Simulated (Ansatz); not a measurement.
# Calculations on H10CO6

## 1. Relaxation

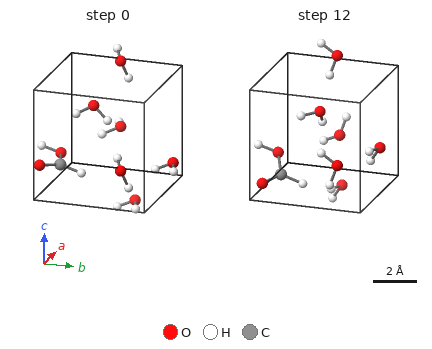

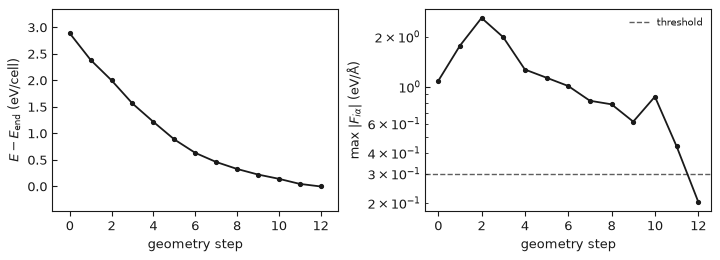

First and last geometry of a relaxation of an amorphous cell of composition H₁₀CO₆, with the history of the run. Style: ball-and-stick. Shown: the cell of the calculation, from a free direction.

The cell holds 4 H2O + 1 HCOOH. The run prepares the start of a later molecular dynamics calculation, from a guessed geometry.

These are results of DFT r2SCAN-D3(BJ), scalar-relativistic, plane waves, PAW in Ansatz, not measurements. Set-up: plane-wave cutoff 500 eV; k-point mesh 1 × 1 × 1; occupations fermi dirac; smearing width 0.02 eV; no spin polarisation; atoms relaxed in a fixed cell; force threshold 0.3 eV/Å; at most 15 steps.

> What do the curves and the structures tell?

It converged. Over 12 geometry steps the energy falls by 2.889 eV per cell of the calculation. The largest force component goes from 1.1 to 0.2 eV/Å. The largest move is that of an H atom, 1.58 Å along [−2 −2 3]. Largest moves by element: H 1.58 Å, O 1.13 Å, C 0.52 Å. The cell stays as it was. Near-neighbour distances that change, for instance: C–O 1.350 → 1.308 Å, H–O 0.980 → 1.003 Å, C–H 1.096 → 1.116 Å, H–O 0.969 → 0.979 Å. Among the angles between lasting bonds that change: C–O–H 106.0° → 110.9°, H–O–H 104.0° → 100.2°, H–O–H 104.0° → 107.0°.

Limits of the set-up: the program's low-accuracy preset was used; the periodic images lie only 5.5 Å apart, so the values are limited by the cell's size.

## 2. Dynamics

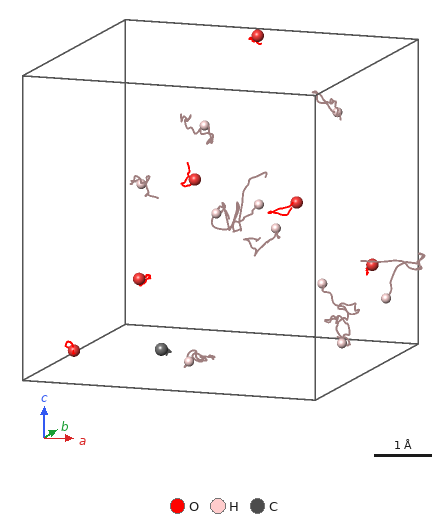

Molecular dynamics of a periodic cell with 4 H2O + 1 HCOOH at 1.191 g/cm³, 90 fs long. Lines trace each atom's path, in the colour of its element; spheres stand at the starting positions. Seen slightly off an axis in the simulation cell.

These are results of DFT r2SCAN-D3(BJ), scalar-relativistic, plane waves, PAW in Ansatz, not measurements. Run with plane-wave cutoff 500 eV; k-point mesh 1 × 1 × 1; Fermi-Dirac smearing 0.02 eV; low-accuracy preset; Langevin thermostat (NVT); set temperature 700 K; time step 0.75 fs; friction 0.02 per fs.

> How do the atoms move?

In the second half of the run the atoms are, in the root-mean-square, this far from where they began (common drift taken out): H 0.57 Å, O 0.31 Å, C 0.25 Å. The heavy atoms stay within a fraction of a molecule's size of their starting places; so short a run doesn't tell a liquid from a solid. The mean temperature in the second half is 634 K (standard deviation 151 K). The potential energy in the second half lies on average 74.0 meV per atom above the first frame.

Limits of the set-up: the program's low-accuracy preset was used; the periodic images lie only 5.5 Å apart, so the values are limited by the cell's size.

Cost: 11 min on 1 thread of AMD EPYC 7R13 Processor (Zen 3), with other jobs on the host, peak memory 0.51 GiB.

## 3. Dynamics

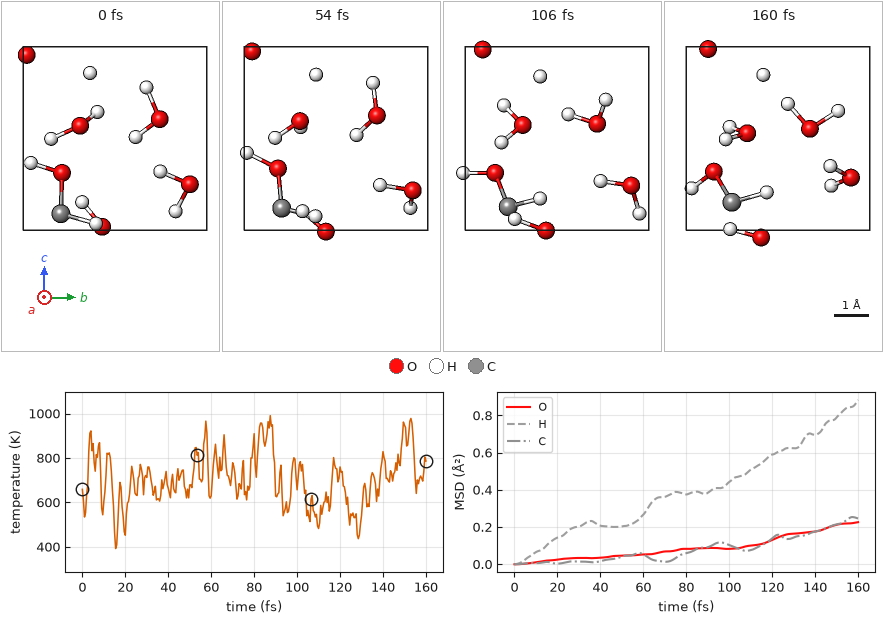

First-principles dynamics of a periodic cell with 4 H2O + 1 HCOOH at 1.191 g/cm³, 160 fs long. It starts from the last geometry of an earlier run, with fresh velocities. Frames and the history of the run. The picture is a ball-and-stick view of the simulation cell, seen along the a axis.

Theory: DFT r2SCAN-D3(BJ), scalar-relativistic, plane waves, PAW in Ansatz 0.2.0. Set-up: plane-wave cutoff 500 eV; k-point mesh 1 × 1 × 1; Fermi-Dirac smearing 0.02 eV; low-accuracy preset; Langevin thermostat (NVT); set temperature 700 K; time step 0.5 fs; friction 0.05 per fs.

The input:
```yaml
accuracy: low
crystal:
  lattice:
    - [5.48148, 0.0, 0.0]
    - [0.0, 5.48148, 0.0]
    - [0.0, 0.0, 5.48148]
  atoms:
    - { symbol: O, position: [0.8524763, 0.30945977, 0.56883167] }
    - { symbol: H, position: [0.72949372, 0.40346591, 0.64391469] }
    - { symbol: H, position: [0.80145779, 0.15152309, 0.4976305] }
    - { symbol: O, position: [1.06863774, 0.42956924, 1.01842072] }
    - { symbol: H, position: [1.00401124, 0.32041756, 1.15277773] }
    - { symbol: H, position: [1.00080684, 0.36358858, 0.85645675] }
    - { symbol: O, position: [0.90345169, 0.90754282, 0.24994601] }
    - { symbol: H, position: [0.81643929, 0.82983157, 0.10314863] }
    - { symbol: H, position: [0.93433148, 0.74623318, 0.31969741] }
    - { symbol: O, position: [0.3437164, 0.74283278, 0.60505126] }
    - { symbol: H, position: [0.34803964, 0.67061548, 0.77783734] }
    - { symbol: H, position: [0.29174079, 0.6120719, 0.50766603] }
    - { symbol: O, position: [0.36320695, 0.21082479, 0.31193128] }
    - { symbol: C, position: [0.46656856, 0.20472614, 0.08978265] }
    - { symbol: O, position: [0.49990521, 0.0180536, -0.04528009] }
    - { symbol: H, position: [0.3811991, 0.04118549, 0.36642813] }
    - { symbol: H, position: [0.55444997, 0.39606796, 0.03593893] }
basis:
  ecutwfc: 500.0
kpoints:
  mp_grid: { grid: [1, 1, 1] }
hamiltonian:
  xc: r2scan
  dispersion: d3bj
scf:
  occupations: { method: fermi_dirac, width: 0.02 }
  lower_state_search: "off"
md:
  timestep: 0.5
  n_steps: 320
  ensemble: nvt_langevin
  temperature: 700.0
  initial_velocities: maxwell_boltzmann
  seed: 971220
  friction: 0.05
```

Launched with:
```bash
ansatz run input.yaml --threads 1 --pin off --max-ram 3072MiB --backend cpu --events-out ev --progress --plain --runs-dir out
```

> What do the frames and curves show?

Over the second half the temperature averages 705 K (spread ±131 K). The potential energy in the second half lies on average 11.9 meV per atom below the first frame. Root-mean-square distances from the starting positions over the second half, with the common drift of all atoms taken out: H 0.76 Å, C 0.37 Å, O 0.37 Å. The heavy atoms stay within a fraction of a molecule's size of their starting places, while the hydrogen atoms travel further, as molecules turn; so short a run doesn't tell a liquid from a solid.

Limits of the set-up: the program's low-accuracy preset was used; the periodic images lie only 5.5 Å apart, so the values are limited by the cell's size.

The run took 21 min on 1 thread of AMD EPYC 7R13 Processor (Zen 3), on a shared host, peak memory 0.49 GiB.
